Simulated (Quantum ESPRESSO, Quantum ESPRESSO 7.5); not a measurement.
# 1T-PtTe2, 1 layer: vacuum convergence

Wanted: the cheapest sound input for 1T-PtTe2, 1 layer, from a series that sets result against time.

Calculated with Quantum ESPRESSO 7.5; plane-wave DFT, PBE, GBRV ultrasoft pseudopotentials.

**1. The structure**

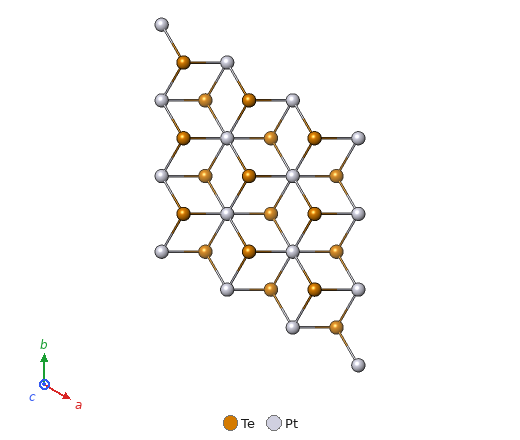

Start, viewed from above; tellurium orange, platinum light grey. 3×3×1 cells are drawn. Some periodic images of atoms are drawn too.

The cell holds 3 atoms: 2 Te and 1 Pt. Cell: a = 4.020 Å, b = 4.020 Å, c = 26.448 Å, α = 90.0°, β = 90.0°, γ = 120.0°. It derives from PtTe2. Vacuum lies along c.

**2. Self-consistent run: 24 Å of vacuum**

The first run is the reference of the series.

Contents of c0.in:

```
&control
  prefix = 'c0'
  outdir = './out'
  pseudo_dir = './pseudo'
  calculation = 'scf'
  tprnfor = .true.
/
&system
  ibrav = 0
  nat = 3
  ntyp = 2
  ecutwfc = 40
  ecutrho = 200
  occupations = 'smearing'
  smearing = 'fd'
  degauss = 0.004
/
&electrons
  conv_thr = 1e-07
  mixing_beta = 0.4
  electron_maxstep = 120
  mixing_mode = 'local-TF'
/
ATOMIC_SPECIES
  Te  127.6000  te_pbe_v1.uspp.F.UPF
  Pt  195.0840  pt_pbe_v1.4.uspp.F.UPF
CELL_PARAMETERS angstrom
  4.02000000000000 0.00000000000000 0.00000000000000
  -2.01000000000000 3.48142212321344 0.00000000000000
  0.00000000000000 0.00000000000000 26.44832677557552
ATOMIC_POSITIONS crystal
  Te  0.666666666667 0.333333333333 0.453714902339
  Pt  0.000000000000 0.000000000000 0.500000000000
  Te  0.333333333333 0.666666666667 0.546285097661
K_POINTS automatic
  6 6 1 0 0 0
```

On the command line:

```console
$ OMP_NUM_THREADS=1 mpirun -n 4 pw.x -nk 2 -in c0.in > c0.out
```

Output:

```text
Program PWSCF v.7.5 starts
[citation notice left out]

     Parallel version (MPI & OpenMP), running on       4 processor cores
     Number of MPI processes:                 4
     Threads/MPI process:                     1

     MPI processes distributed on     1 nodes
[...]
Current dimensions of program PWSCF are:
     Max number of different atomic species (ntypx) = 10
     Max number of k-points (npk) =  40000
     Max angular momentum in pseudopotentials (lmaxx) =  4
     Message from routine setup:
     using ibrav=0 with symmetry is DISCOURAGED, use correct ibrav instead

     K-points division:     npool     =       2
     R & G space division:  proc/nbgrp/npool/nimage =       2
     Subspace diagonalization in iterative solution of the eigenvalue problem:
     a serial algorithm will be used

     Parallelization info
     --------------------
     sticks:   dense  smooth     PW     G-vecs:    dense   smooth      PW
     Min         402     323     93                59582    42727    6845
     Max         403     326     94                59587    42734    6866
     Sum         805     649    187               119169    85461   13711

     Using Slab Decomposition

     bravais-lattice index     =            0
     lattice parameter (alat)  =       7.5967  a.u.
     unit-cell volume          =    2497.9143 (a.u.)^3
     number of atoms/cell      =            3
     number of atomic types    =            2
     number of electrons       =        28.00
     number of Kohn-Sham states=           18
     kinetic-energy cutoff     =      40.0000  Ry
     charge density cutoff     =     200.0000  Ry
     scf convergence threshold =      1.0E-07
     mixing beta               =       0.4000
     number of iterations used =            8  local-TF  mixing
     Exchange-correlation=  SLA  PW   PBX  PBC
                           (   1   4   3   4   0   0   0)

     celldm(1)=   7.596699  celldm(2)=   0.000000  celldm(3)=   0.000000
     celldm(4)=   0.000000  celldm(5)=   0.000000  celldm(6)=   0.000000

     crystal axes: (cart. coord. in units of alat)
               a(1) = (   1.000000   0.000000   0.000000 )
               a(2) = (  -0.500000   0.866025   0.000000 )
               a(3) = (   0.000000   0.000000   6.579186 )

     reciprocal axes: (cart. coord. in units 2 pi/alat)
               b(1) = (  1.000000  0.577350 -0.000000 )
               b(2) = (  0.000000  1.154701  0.000000 )
               b(3) = (  0.000000 -0.000000  0.151994 )

     PseudoPot. # 1 for Te read from file:
     ./pseudo/te_pbe_v1.uspp.F.UPF
     Pseudo is Ultrasoft + core correction, Zval =  6.0
     Generated by new atomic code, or converted to UPF format
     Using radial grid of  891 points,  5 beta functions with:
                l(1) =   0
                l(2) =   0
                l(3) =   1
                l(4) =   1
                l(5) =   2
     Q(r) pseudized with  6 coefficients,  rinner =    1.800   1.800   1.800
                                                       1.800   1.800

     PseudoPot. # 2 for Pt read from file:
     ./pseudo/pt_pbe_v1.4.uspp.F.UPF
     Pseudo is Ultrasoft + core correction, Zval = 16.0
     Generated by new atomic code, or converted to UPF format
     Using radial grid of  985 points,  6 beta functions with:
                l(1) =   0
                l(2) =   0
                l(3) =   1
                l(4) =   1
                l(5) =   2
                l(6) =   2
     Q(r) pseudized with  8 coefficients,  rinner =    1.300   1.300   1.300
                                                       1.300   1.300

     atomic species   valence    mass     pseudopotential
     Te                6.00   127.60000     Te( 1.00)
     Pt               16.00   195.08400     Pt( 1.00)

     12 Sym. Ops., with inversion, found

   Cartesian axes

     site n.     atom                  positions (alat units)
         1        Te     tau(   1) = (   0.5000000   0.2886751   2.9850746  )
         2        Pt     tau(   2) = (   0.0000000   0.0000000   3.2895929  )
         3        Te     tau(   3) = (  -0.0000000   0.5773503   3.5941111  )

     number of k points=     7  Fermi-Dirac smearing, width (Ry)=  0.0040
                       cart. coord. in units 2pi/alat
        k(    1) = (   0.0000000   0.0000000   0.0000000), wk =   0.0555556
        k(    2) = (   0.0000000   0.1924501   0.0000000), wk =   0.3333333
        k(    3) = (   0.0000000   0.3849002   0.0000000), wk =   0.3333333
        k(    4) = (   0.0000000  -0.5773503   0.0000000), wk =   0.1666667
        k(    5) = (   0.1666667   0.2886751   0.0000000), wk =   0.3333333
        k(    6) = (   0.1666667   0.4811252   0.0000000), wk =   0.6666667
        k(    7) = (   0.3333333   0.5773503   0.0000000), wk =   0.1111111

     Dense  grid:   119169 G-vectors     FFT dimensions: (  36,  36, 225)

     Smooth grid:    85461 G-vectors     FFT dimensions: (  32,  32, 216)

     Estimated max dynamical RAM per process >     136.53 MB

     Estimated total dynamical RAM >     517.03 MB

     Initial potential from superposition of free atoms

     starting charge      27.4996, renormalised to      28.0000

     negative rho (up, down):  1.847E-01 0.000E+00
     Starting wfcs are   20 randomized atomic wfcs

     total cpu time spent up to now is        0.6 secs

     per-process dynamical memory:    48.0 Mb

     Self-consistent Calculation

     iteration #  1     ecut=    40.00 Ry     beta= 0.40
     Davidson diagonalization with overlap
     ethr =  1.00E-02,  avg # of iterations =  5.1

     negative rho (up, down):  1.679E-01 0.000E+00

     total cpu time spent up to now is        1.7 secs

     total energy              =    -263.73231787 Ry
     estimated scf accuracy    <       1.75119032 Ry

     iteration #  2     ecut=    40.00 Ry     beta= 0.40
[...]
negative rho (up, down):  1.607E-01 0.000E+00

[...]
total energy              =    -263.64132144 Ry
     estimated scf accuracy    <       0.43902453 Ry

     iteration #  3     ecut=    40.00 Ry     beta= 0.40
[...]
negative rho (up, down):  1.707E-01 0.000E+00

[...]
total energy              =    -263.73119255 Ry
     estimated scf accuracy    <       0.01324647 Ry

     iteration #  4     ecut=    40.00 Ry     beta= 0.40
[...]
negative rho (up, down):  1.782E-01 0.000E+00

[...]
total energy              =    -263.73447026 Ry
     estimated scf accuracy    <       0.00295605 Ry

     iteration #  5     ecut=    40.00 Ry     beta= 0.40
[...]
negative rho (up, down):  1.761E-01 0.000E+00

[...]
total energy              =    -263.73355540 Ry
     estimated scf accuracy    <       0.00263800 Ry

     iteration #  6     ecut=    40.00 Ry     beta= 0.40
[...]
negative rho (up, down):  1.754E-01 0.000E+00

[...]
total energy              =    -263.73405979 Ry
     estimated scf accuracy    <       0.00015189 Ry

     iteration #  7     ecut=    40.00 Ry     beta= 0.40
[...]
negative rho (up, down):  1.751E-01 0.000E+00

[...]
total energy              =    -263.73408070 Ry
     estimated scf accuracy    <       0.00004600 Ry

     iteration #  8     ecut=    40.00 Ry     beta= 0.40
[...]
negative rho (up, down):  1.729E-01 0.000E+00

[...]
total energy              =    -263.73403491 Ry
     estimated scf accuracy    <       0.00005044 Ry

     iteration #  9     ecut=    40.00 Ry     beta= 0.40
[...]
negative rho (up, down):  1.726E-01 0.000E+00

[...]
total energy              =    -263.73403689 Ry
     estimated scf accuracy    <       0.00001273 Ry

     iteration # 10     ecut=    40.00 Ry     beta= 0.40
[...]
negative rho (up, down):  1.719E-01 0.000E+00

[...]
total energy              =    -263.73402794 Ry
     estimated scf accuracy    <       0.00001428 Ry

     iteration # 11     ecut=    40.00 Ry     beta= 0.40
[...]
negative rho (up, down):  1.718E-01 0.000E+00

[...]
total energy              =    -263.73403164 Ry
     estimated scf accuracy    <       0.00000214 Ry

     iteration # 12     ecut=    40.00 Ry     beta= 0.40
[...]
negative rho (up, down):  1.718E-01 0.000E+00

[...]
total energy              =    -263.73403156 Ry
     estimated scf accuracy    <       0.00000082 Ry

     iteration # 13     ecut=    40.00 Ry     beta= 0.40
[...]
negative rho (up, down):  1.718E-01 0.000E+00

[...]
End of self-consistent calculation

          k = 0.0000 0.0000 0.0000 ( 10751 PWs)   bands (ev):

   -55.1692 -55.1692 -54.9511 -15.3995 -12.5184  -7.6865  -7.6865  -6.9952
    -5.4749  -5.4749  -3.4134  -2.2777  -1.9996  -1.9996   0.7499   0.7499
     1.9190   2.1605

          k = 0.0000 0.1925 0.0000 ( 10673 PWs)   bands (ev):

   -55.1705 -55.1695 -54.9509 -15.0788 -12.6121  -7.6324  -7.4974  -6.7834
    -5.7567  -5.6089  -4.1608  -2.6773  -2.4079  -1.7470  -0.6544   0.4941
     2.4932   2.6867

          k = 0.0000 0.3849 0.0000 ( 10673 PWs)   bands (ev):

   -55.1732 -55.1701 -54.9505 -14.2378 -12.8658  -7.7903  -7.0998  -6.7491
    -5.9920  -5.6500  -4.8545  -3.8118  -3.5765  -2.3633  -0.4226   0.5770
     1.6938   3.4181

          k = 0.0000-0.5774 0.0000 ( 10662 PWs)   bands (ev):

   -55.1746 -55.1704 -54.9503 -13.3506 -13.3372  -8.5166  -6.9394  -6.1757
    -5.9568  -5.2089  -5.1222  -4.5630  -4.2559  -3.1710   0.1603   0.6967
     1.5206   3.3068

          k = 0.1667 0.2887 0.0000 ( 10675 PWs)   bands (ev):

   -55.1723 -55.1702 -54.9506 -14.4945 -12.7753  -7.4695  -7.2460  -6.7705
    -5.9912  -5.8689  -4.9302  -3.3709  -3.3134  -1.7284  -0.4614  -0.3633
     3.0079   3.2124

          k = 0.1667 0.4811 0.0000 ( 10670 PWs)   bands (ev):

   -55.1739 -55.1711 -54.9503 -13.6208 -13.0470  -8.1037  -7.1445  -6.7146
    -5.8576  -5.6706  -5.1603  -4.4718  -3.7398  -2.8254  -0.3800   0.1204
     2.4877   4.0449

[...]
the Fermi energy is    -1.1785 ev

!    total energy              =    -263.73403174 Ry
     estimated scf accuracy    <       0.00000003 Ry
     smearing contrib. (-TS)   =      -0.00000207 Ry
     internal energy E=F+TS    =    -263.73402967 Ry

     The total energy is F=E-TS. E is the sum of the following terms:
     one-electron contribution =   -1320.40145932 Ry
     hartree contribution      =     662.30184296 Ry
     xc contribution           =     -85.96905995 Ry
     ewald contribution        =     480.33464663 Ry

     convergence has been achieved in  13 iterations

     negative rho (up, down):  1.718E-01 0.000E+00

     Forces acting on atoms (cartesian axes, Ry/au):

     atom    1 type  1   force =     0.00000000    0.00000000   -0.08487001
     atom    2 type  2   force =     0.00000000    0.00000000    0.00000000
     atom    3 type  1   force =    -0.00000000   -0.00000000    0.08487001

     Total force =     0.120024     Total SCF correction =     0.000245

[...]
=------------------------------------------------------------------------------=
   JOB DONE.
=------------------------------------------------------------------------------=
```

It took 14 s on 4 MPI ranks of Arm Neoverse V2, shared host; peak memory 0.6 GiB.

Read from the output:

* free energy: -3588.2843 eV
* Fermi energy: -1.179 eV
* valence top, on the run's zero: -1.728 eV
* conduction bottom, on the run's zero: -0.6544 eV
* gap by band count: 1.074 eV

The program's own clock; routines nest. Time by routine:

| routine | wall time (s) | calls |
| --- | --- | --- |
| PWSCF | 12.98 | 1 |
| electrons | 12.07 | 1 |
| c_bands | 4.45 | 13 |
| cegterg | 4.13 | 52 |
| h_psi | 3.16 | 246 |
| mix_rho | 2.83 | 13 |
| fftw | 2.74 | 5558 |
| vloc_psi | 2.65 | 246 |
| sum_band | 2.51 | 13 |
| newd | 1.77 | 14 |
| ffts | 1.44 | 1503 |
| v_of_rho | 0.62 | 14 |
| init_run | 0.53 | 1 |
| calbec | 0.36 | 314 |

The run needed 13 iterations to bring the estimated error under 1e-07 Ry; the largest force on any atom, held or free, is 2.18 eV/Å, so this geometry is far from relaxed and its levels are not those of the real material.

**3. Electrostatic potential**

plot_num = 11 writes the bare and Hartree potential. It leaves out exchange and correlation, which fade slowly, so it flattens close to the surface.

Contents of c0.pot.in:

```
&inputpp
  prefix = 'c0'
  outdir = './out'
  filplot = 'c0.pot.dat'
  plot_num = 11
/
```

On the command line:

```console
$ OMP_NUM_THREADS=1 mpirun -n 4 pp.x -in c0.pot.in > c0.pot.out
```

Output:

```text
[banner, memory and clock lines left out]
Program POST-PROC v.7.5 starts

          URL

     ./out/c0.save/

     IMPORTANT: XC functional enforced from input :
     Exchange-correlation= PBE
                           (   1   4   3   4   0   0   0)
     Any further DFT definition will be discarded
     Please, verify this is what you really want

     negative rho (up, down):  1.718E-01 0.000E+00

     Calling punch_plot, plot_num =  11
     Writing data to file  c0.pot.dat
     Message from routine chdens:
     namelist plot not found or invalid, exiting
```

Wall time 1 s (4 MPI ranks); peak memory 0.13 GiB; 3.7 s of CPU time.

Numbers from this step:

```
potential in the middle of the vacuum, over the valence top : 4.817 eV
```

Electrostatic potential energy of an electron; zero at the highest filled level of the SCF mesh. Potential energy, planar mean against z:

| z (Å) | potential energy, planar mean (eV) |
| --- | --- |
| 0.0 | 4.82 |
| 2.5 | 4.82 |
| 5.0 | 4.82 |
| 7.5 | 4.82 |
| 10.0 | 4.57 |
| 12.5 | 3.81 |
| 15.0 | 7.27 |
| 17.5 | 4.80 |
| 20.0 | 4.82 |
| 22.5 | 4.82 |
| 25.0 | 4.82 |

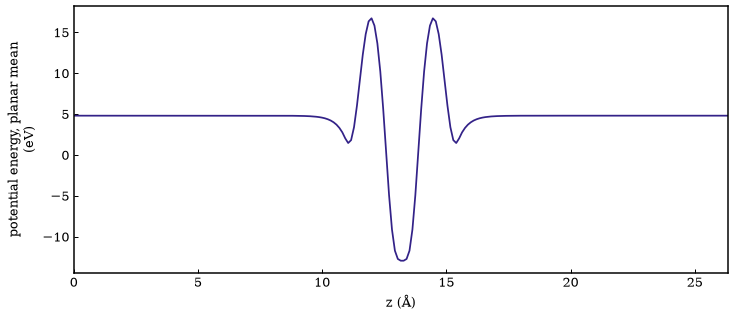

Potential energy, planar mean, plotted against z.

Inside the slab this potential holds the local part of the pseudopotentials, which can be repulsive at the nuclei; only its value in the vacuum has a meaning of its own.

**4. Self-consistent run: 18 Å of vacuum**

c2.in, as its differences from the input of step 2:

```diff
@@ -1,3 +1,3 @@
 &control
-  prefix = 'c0'
+  prefix = 'c2'
   outdir = './out'
@@ -29,7 +29,7 @@
   -2.01000000000000 3.48142212321344 0.00000000000000
-  0.00000000000000 0.00000000000000 26.44832677557552
+  0.00000000000000 0.00000000000000 20.44832677557552
 ATOMIC_POSITIONS crystal
-  Te  0.666666666667 0.333333333333 0.453714902339
+  Te  0.666666666667 0.333333333333 0.440133811376
   Pt  0.000000000000 0.000000000000 0.500000000000
-  Te  0.333333333333 0.666666666667 0.546285097661
+  Te  0.333333333333 0.666666666667 0.559866188624
 K_POINTS automatic
```

On the command line:

```console
$ OMP_NUM_THREADS=1 mpirun -n 4 pw.x -nk 2 -in c2.in > c2.out
```

Output:

```text
[banner, memory and clock lines left out]
Program PWSCF v.7.5 starts
[...]
Message from routine setup:
[...]
number of electrons       =        28.00
     number of Kohn-Sham states=           18
     kinetic-energy cutoff     =      40.0000  Ry
     charge density cutoff     =     200.0000  Ry
[...]
number of k points=     7  Fermi-Dirac smearing, width (Ry)=  0.0040
[...]
Dense  grid:    92177 G-vectors     FFT dimensions: (  36,  36, 180)
[...]
negative rho (up, down):  1.795E-01 0.000E+00
     Starting wfcs are   20 randomized atomic wfcs
[...]
negative rho (up, down):  1.667E-01 0.000E+00
[...]
estimated scf accuracy    <       1.75505161 Ry
[...]
negative rho (up, down):  1.618E-01 0.000E+00
[...]
estimated scf accuracy    <       0.43775316 Ry
[...]
negative rho (up, down):  1.699E-01 0.000E+00
[...]
estimated scf accuracy    <       0.01280870 Ry
[...]
negative rho (up, down):  1.761E-01 0.000E+00
[...]
estimated scf accuracy    <       0.00302006 Ry
[...]
negative rho (up, down):  1.743E-01 0.000E+00
[...]
estimated scf accuracy    <       0.00264569 Ry
[...]
negative rho (up, down):  1.728E-01 0.000E+00
[...]
estimated scf accuracy    <       0.00015438 Ry
[...]
negative rho (up, down):  1.725E-01 0.000E+00
[...]
estimated scf accuracy    <       0.00004113 Ry
[...]
negative rho (up, down):  1.703E-01 0.000E+00
[...]
estimated scf accuracy    <       0.00004619 Ry
[...]
negative rho (up, down):  1.702E-01 0.000E+00
[...]
estimated scf accuracy    <       0.00000312 Ry
[...]
negative rho (up, down):  1.699E-01 0.000E+00
[...]
estimated scf accuracy    <       0.00000409 Ry
[...]
negative rho (up, down):  1.699E-01 0.000E+00
[...]
estimated scf accuracy    <       0.00000018 Ry
[...]
negative rho (up, down):  1.700E-01 0.000E+00
[...]
estimated scf accuracy    <       0.00000012 Ry
[...]
negative rho (up, down):  1.700E-01 0.000E+00
[...]
the Fermi energy is    -0.2725 ev
!    total energy              =    -263.73403551 Ry
     estimated scf accuracy    <          8.5E-09 Ry
     smearing contrib. (-TS)   =      -0.00000207 Ry
     internal energy E=F+TS    =    -263.73403344 Ry
[...]
one-electron contribution =    -955.05640641 Ry
     hartree contribution      =     480.56019740 Ry
     xc contribution           =     -85.96898081 Ry
     ewald contribution        =     296.73115637 Ry
     convergence has been achieved in  13 iterations
     negative rho (up, down):  1.700E-01 0.000E+00
[...]
Total force =     0.120056     Total SCF correction =     0.000082
[...]
```

Wall time 10 s (4 MPI ranks); peak memory 0.51 GiB; 40 s of CPU time.

Numbers from this step:

- free energy: -3588.2844 eV
- Fermi energy: -0.2725 eV
- valence top, on the run's zero: -0.8225 eV
- conduction bottom, on the run's zero: 0.2516 eV

The program's own clock; routines nest. Time by routine:

| routine | wall time (s) | calls |
| --- | --- | --- |
| PWSCF | 9.63 | 1 |
| electrons | 8.88 | 1 |
| c_bands | 3.27 | 13 |
| cegterg | 2.97 | 52 |
| h_psi | 2.2 | 245 |
| mix_rho | 1.93 | 13 |
| sum_band | 1.89 | 13 |
| fftw | 1.86 | 5636 |
| vloc_psi | 1.81 | 245 |
| newd | 1.4 | 14 |
| ffts | 0.9 | 1503 |
| v_of_rho | 0.49 | 14 |
| init_run | 0.43 | 1 |
| calbec | 0.27 | 313 |

**5. Potential by pp.x**

Contents of c2.pot.in:

```
&inputpp
  prefix = 'c2'
  outdir = './out'
  filplot = 'c2.pot.dat'
  plot_num = 11
/
```

On the command line:

```console
$ OMP_NUM_THREADS=1 mpirun -n 4 pp.x -in c2.pot.in > c2.pot.out
```

Elapsed: 0.95 s, on 4 MPI ranks; peak memory 0.11 GiB.

Counted from each run's own zero (the valence top), the vacuum level differs from the first run's by +0 meV.

(Continued in part 2 of 2.)

[Logs are printed without paths, hosts, clocks, repeated set-up lines and the standing remarks that a program may print on its own settings, such as how far it seeks lower states.]

[Hosts, paths, dates, database ids (printed as entryN), source tags and the programs' standing remarks are cut or masked in the printed files.]

[Maps of the electrostatic potential energy from Ansatz leave out the sawtooth potential of an applied field or a dipole correction, so their vacuum need not be flat; planar profiles and work functions include it.]
